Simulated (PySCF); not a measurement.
# propanoyl fluoride (C3H5FO): electronic excitations and core binding energies

What electronic excitations and core binding energies should propanoyl fluoride (C3H5FO) (`CCC(=O)F`) show?

The runs use PySCF 2.14.0, with density-fitted response routines of our own; the level of theory stands in each step. All values are computed, except where a source is named. Atoms count from 0, in the outputs and in this text.

## Step 1: The molecule as given

10 atoms, charge 0, multiplicity 1; geometry from: GFN2-xTB.

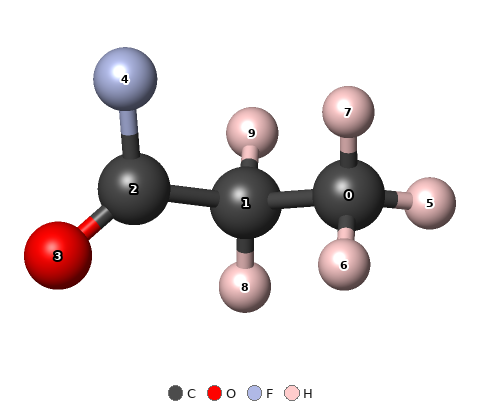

As it starts; carbon dark grey, oxygen red, fluorine light blue, hydrogen pink, atoms numbered.

## Step 2: TDDFT and polarisability: wB97X-D/def2-SVPD

What the job is given:

```
{"job": {"kind": "uv", "xc": "wB97X-D", "basis": "def2-SVPD", "nstates": 8, "ntriplets": 3}, "charge": 0, "multiplicity": 1}
C     -1.072304    -0.203670     0.362089
C      0.130091    -0.237553    -0.587097
C      1.252213     0.568484    -0.025264
O      1.740323     1.571544    -0.406329
F      1.728722    -0.004798     1.121551
H     -1.876397    -0.811914    -0.042637
H     -1.433314     0.814989     0.481711
H     -0.797361    -0.594103     1.338820
H     -0.135767     0.169974    -1.562450
H      0.472677    -1.268298    -0.702923
```

Method: TDDFT wB97X-D/def2-SVPD, vertical, gas phase, core orbitals frozen in the response.

Launch:

```sh
> OMP_NUM_THREADS=1 python probes_run.py task.json out
```

This one command runs all jobs of the session in turn.

Standard output:

```text
coarse grid: 8536 points
cycle   1  E = -291.9117395216  dE =  7.283e-01  |g| = 8.967e-01  |ddm| = 3.631e+00
cycle   2  E = -291.7617825396  dE =  1.500e-01  |g| = 1.331e+00  |ddm| = 1.839e+00
cycle   3  E = -292.0696677115  dE = -3.079e-01  |g| = 1.174e-01  |ddm| = 1.117e+00
cycle   4  E = -292.0716516315  dE = -1.984e-03  |g| = 5.780e-02  |ddm| = 1.184e-01
cycle   5  E = -292.0722071541  dE = -5.555e-04  |g| = 9.680e-03  |ddm| = 4.987e-02
cycle   6  E = -292.0722301973  dE = -2.304e-05  |g| = 3.560e-03  |ddm| = 1.703e-02
cycle   7  E = -292.0722340445  dE = -3.847e-06  |g| = 7.676e-04  |ddm| = 6.968e-03
final grid: 83296 points
cycle   8  E = -292.1189114803  dE = -8.791e-05  |g| = 6.398e-03  |ddm| = 1.108e-01
cycle   9  E = -292.1189108581  dE =  6.222e-07  |g| = 7.529e-03  |ddm| = 1.774e-02
cycle  10  E = -292.1189198119  dE = -8.954e-06  |g| = 8.370e-04  |ddm| = 4.956e-03
cycle  11  E = -292.1189199248  dE = -1.129e-07  |g| = 5.514e-04  |ddm| = 1.767e-03
cycle  12  E = -292.1189199889  dE = -6.410e-08  |g| = 1.433e-04  |ddm| = 7.336e-04
cycle  13  E = -292.1189199931  dE = -4.153e-09  |g| = 2.568e-05  |ddm| = 1.837e-04
cycle  14  E = -292.1189199934  dE = -3.198e-10  |g| = 7.367e-06  |ddm| = 7.191e-05
converged SCF energy = -292.1189199934

Static polarisability (au): isotropic 40.560, principal 35.456 39.362 46.863

Singlet excitations
state   eV       nm        f      main configurations
  1   6.0574    204.7   0.00201   H->L 0.92
  2   8.7353    141.9   0.00032   H-3->L 0.34, H-1->L 0.33, H-4->L 0.09
  3   8.8641    139.9   0.04106   H->L+1 0.75
  4   9.1151    136.0   0.00046   H-1->L 0.55, H-3->L 0.30
  5   9.2797    133.6   0.19663   H-2->L 0.74
  6   9.8120    126.4   0.01464   H-4->L 0.68, H-3->L 0.18
  7  10.0191    123.7   0.04434   H->L+2 0.70
  8  10.2101    121.4   0.03765   H->L+3 0.67

Triplet excitations (Tamm-Dancoff, eV): 5.5031 6.7378 8.3438
```

It took 25 s on 1 thread of Arm Neoverse N1, shared host; peak memory 0.58 GiB.

Frontier orbitals and where they lie:

```csv
orbital,eV,atoms
HOMO−3,-13.08,"C0 22 %, F4 22 %, O3 16 %"
HOMO−2,-12.63,"O3 38 %, C1 14 %, C0 14 %"
HOMO−1,-12.60,"C0 27 %, C1 23 %, H7 12 %"
HOMO,-10.94,"O3 63 %, F4 10 %, C2 10 %"
LUMO,1.28,"C2 36 %, O3 30 %, F4 9 %"
LUMO+1,2.26,"C2 22 %, C0 18 %, C1 16 %"
LUMO+2,3.00,"C0 19 %, H6 12 %, H9 11 %"
```

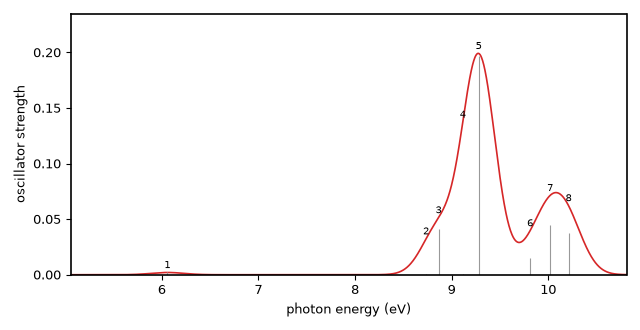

Absorption spectrum from the 8 singlet states computed; above the last one it falls off for lack of states. Lines are broadened to a width of 0.40 eV (Gaussian).

Further results of this job:

```csv
property,computed
dipole moment (D),3.25
polarisability (Å³),6.01
HOMO–LUMO gap (eV),12.21
−ε(HOMO) (eV),10.94
```

## Step 3: Core holes by ΔSCF: SCAN, X2C

Settings changed since step 2:

```diff
@@ -1,2 +1,2 @@
-{"job": {"kind": "uv", "xc": "wB97X-D", "basis": "def2-SVPD", "nstates": 8, "ntriplets": 3}, "charge": 0, "multiplicity": 1}
+{"job": {"kind": "xps"}, "charge": 0, "multiplicity": 1}
 C     -1.072304    -0.203670     0.362089
```

Method: delta-SCF UKS SCAN, pcX-2 on the ionised atom, pcseg-1 elsewhere, spin-free X2C.

Standard output:

```text
ground state, core basis on atom 0 (C), 126 functions
  cycle   1  E = -292.30662389  |g| = 8.35e-01
  cycle   2  E = -291.79370710  |g| = 1.81e+00
  cycle   3  E = -292.41718185  |g| = 3.60e-01
  cycle   4  E = -292.44162233  |g| = 9.14e-02
  cycle   5  E = -292.44270157  |g| = 4.10e-02
  cycle   6  E = -292.44305809  |g| = 8.83e-03
  cycle   7  E = -292.44307131  |g| = 2.68e-03
  cycle   8  E = -292.44307436  |g| = 5.15e-04
  cycle   9  E = -292.44307303  |g| = 1.29e-04
  E(ground) = -292.44751078 Eh
hole in C 1s of atom 0
  cycle   1  E = -281.18218891  |g| = 1.50e+00
  cycle   2  E = -280.64162095  |g| = 1.73e+00
  cycle   3  E = -281.67353478  |g| = 3.95e-01
  cycle   4  E = -281.64806674  |g| = 4.69e-01
  cycle   5  E = -281.73282025  |g| = 6.27e-02
  cycle   6  E = -281.73401562  |g| = 2.63e-02
  cycle   7  E = -281.73419142  |g| = 1.21e-02
  cycle   8  E = -281.73424301  |g| = 3.81e-03
  cycle   9  E = -281.73425129  |g| = 1.04e-03
  cycle  10  E = -281.73425252  |g| = 5.54e-04
  cycle  11  E = -281.73425314  |g| = 1.81e-04
  E(ion) = -281.73789312 Eh   <S^2> = 0.7676   hole on atom = 1.000   binding energy = 291.424 eV
ground state, core basis on atom 1 (C), 126 functions
  cycle   1  E = -292.44412997  |g| = 5.91e-02
  cycle   2  E = -292.44407297  |g| = 2.62e-02
  cycle   3  E = -292.44412214  |g| = 2.24e-02
  cycle   4  E = -292.44422552  |g| = 8.17e-03
  cycle   5  E = -292.44423861  |g| = 6.65e-04
  cycle   6  E = -292.44423871  |g| = 2.30e-04
  E(ground) = -292.44895358 Eh
hole in C 1s of atom 1
  cycle   1  E = -281.16116428  |g| = 1.51e+00
  cycle   2  E = -280.30384823  |g| = 1.98e+00
  cycle   3  E = -281.57381037  |g| = 6.04e-01
  cycle   4  E = -281.61045729  |g| = 5.20e-01
  cycle   5  E = -281.70768210  |g| = 1.42e-01
  cycle   6  E = -281.71352378  |g| = 5.96e-02
  cycle   7  E = -281.71468349  |g| = 9.23e-03
  cycle   8  E = -281.71472670  |g| = 4.05e-03
  cycle   9  E = -281.71473788  |g| = 1.45e-03
  cycle  10  E = -281.71473997  |g| = 9.00e-04
  cycle  11  E = -281.71474048  |g| = 2.98e-04
  E(ion) = -281.71932476 Eh   <S^2> = 0.7691   hole on atom = 1.000   binding energy = 291.968 eV
ground state, core basis on atom 2 (C), 126 functions
  cycle   1  E = -292.45179388  |g| = 5.94e-02
  cycle   2  E = -292.45175122  |g| = 2.43e-02
  cycle   3  E = -292.45168955  |g| = 3.08e-02
  cycle   4  E = -292.45186743  |g| = 7.54e-03
  cycle   5  E = -292.45187837  |g| = 2.06e-03
  cycle   6  E = -292.45187974  |g| = 4.53e-04
  E(ground) = -292.45700442 Eh
hole in C 1s of atom 2
  cycle   1  E = -281.04518567  |g| = 1.50e+00
  cycle   2  E = -278.62919934  |g| = 2.46e+00
  cycle   3  E = -281.33982547  |g| = 6.65e-01
  cycle   4  E = -281.34185132  |g| = 7.59e-01
  cycle   5  E = -281.54171228  |g| = 2.90e-01
  cycle   6  E = -281.57190992  |g| = 8.40e-02
  cycle   7  E = -281.57442929  |g| = 3.84e-02
  cycle   8  E = -281.57501771  |g| = 9.16e-03
  cycle   9  E = -281.57508752  |g| = 3.56e-03
  cycle  10  E = -281.57512028  |g| = 2.12e-03
  cycle  11  E = -281.57513565  |g| = 1.31e-03
  cycle  12  E = -281.57513993  |g| = 6.38e-04
  cycle  13  E = -281.57513996  |g| = 2.83e-04
  E(ion) = -281.58012217 Eh   <S^2> = 0.7986   hole on atom = 1.000   binding energy = 295.975 eV
ground state, core basis on atom 3 (O), 126 functions
  cycle   1  E = -292.47184006  |g| = 9.81e-02
  cycle   2  E = -292.47045651  |g| = 9.53e-02
  cycle   3  E = -292.47091460  |g| = 8.11e-02
  cycle   4  E = -292.47209739  |g| = 6.79e-03
  cycle   5  E = -292.47210842  |g| = 1.34e-03
  cycle   6  E = -292.47210830  |g| = 4.49e-04
  E(ground) = -292.47403577 Eh
hole in O 1s of atom 3
  cycle   1  E = -271.85102142  |g| = 2.22e+00
  cycle   2  E = -271.26045804  |g| = 2.27e+00
  cycle   3  E = -272.50572530  |g| = 6.64e-01
  cycle   4  E = -272.55252804  |g| = 5.71e-01
  cycle   5  E = -272.65824545  |g| = 1.16e-01
  cycle   6  E = -272.66327630  |g| = 4.74e-02
  cycle   7  E = -272.66439144  |g| = 1.12e-02
  cycle   8  E = -272.66443852  |g| = 3.52e-03
  cycle   9  E = -272.66444354  |g| = 1.00e-03
  cycle  10  E = -272.66444525  |g| = 3.22e-04
  E(ion) = -272.66822928 Eh   <S^2> = 0.7645   hole on atom = 1.000   binding energy = 538.943 eV
ground state, core basis on atom 4 (F), 126 functions
  cycle   1  E = -292.48587632  |g| = 1.42e-01
  cycle   2  E = -292.47808237  |g| = 2.23e-01
  cycle   3  E = -292.48634527  |g| = 7.04e-02
  cycle   4  E = -292.48726818  |g| = 3.33e-03
  cycle   5  E = -292.48727061  |g| = 1.58e-03
  cycle   6  E = -292.48726915  |g| = 4.84e-04
  E(ground) = -292.49389815 Eh
hole in F 1s of atom 4
  cycle   1  E = -266.11304275  |g| = 2.58e+00
  cycle   2  E = -265.60221889  |g| = 2.42e+00
  cycle   3  E = -266.55425158  |g| = 1.05e+00
  cycle   4  E = -266.82870895  |g| = 6.89e-01
  cycle   5  E = -267.00570755  |g| = 7.40e-02
  cycle   6  E = -267.00711721  |g| = 5.00e-02
  cycle   7  E = -267.00839047  |g| = 7.65e-03
  cycle   8  E = -267.00841422  |g| = 2.37e-03
  cycle   9  E = -267.00841594  |g| = 6.90e-04
  cycle  10  E = -267.00841706  |g| = 2.33e-04
  E(ion) = -267.02161994 Eh   <S^2> = 0.7579   hole on atom = 1.000   binding energy = 693.136 eV
```

It took 56 s on 1 thread of Arm Neoverse N1, shared host; peak memory 0.46 GiB.

The holes in one table. −ε is the ground-state orbital energy:

```csv
hole,stands for,environment,ΔSCF (eV),−ε (eV),⟨S²⟩
C1s on C0,C0,methyl carbon,291.42,274.1,0.768
C1s on C1,C1,sp3 CH2 α to a carbonyl,291.97,274.7,0.769
C1s on C2,C2,carbonyl carbon,295.98,278.0,0.799
O1s on O3,O3,carbonyl oxygen,538.94,517.1,0.765
F1s on F4,F4,fluorine bonded to C,693.14,667.3,0.758
```

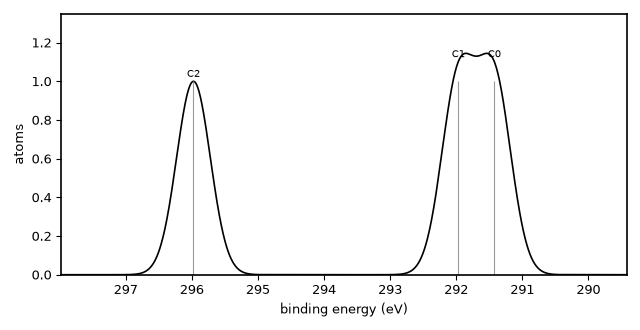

The C1s photoelectron lines, weighted by the number of atoms. Lines are broadened to a width of 0.60 eV (Gaussian).

## Step 4: Outcome

```
                                quantity                               value
      lowest singlet (wB97X-D/def2-SVPD)         6.06 eV (205 nm), f = 0.002
brightest single state of those computed         state 5, 9.28 eV, f = 0.197
                          lowest triplet                             5.50 eV
        C1s binding energies, SCAN/pcX-2  C2 295.98, C1 291.97, C0 291.42 eV
        O1s binding energies, SCAN/pcX-2                        O3 538.94 eV
        F1s binding energies, SCAN/pcX-2                        F4 693.14 eV
```

The first singlet state (HOMO→LUMO 0.92) lies at 6.06 eV and is weak; of the 8 states computed, the strongest absorption comes from state 5 at 9.28 eV. The lowest triplet lies 0.55 eV below the lowest singlet (triplets in Tamm-Dancoff, singlets in full TDDFT). C2 (carbonyl carbon) binds its C1s electron 4.55 eV more tightly than C0 (methyl carbon).
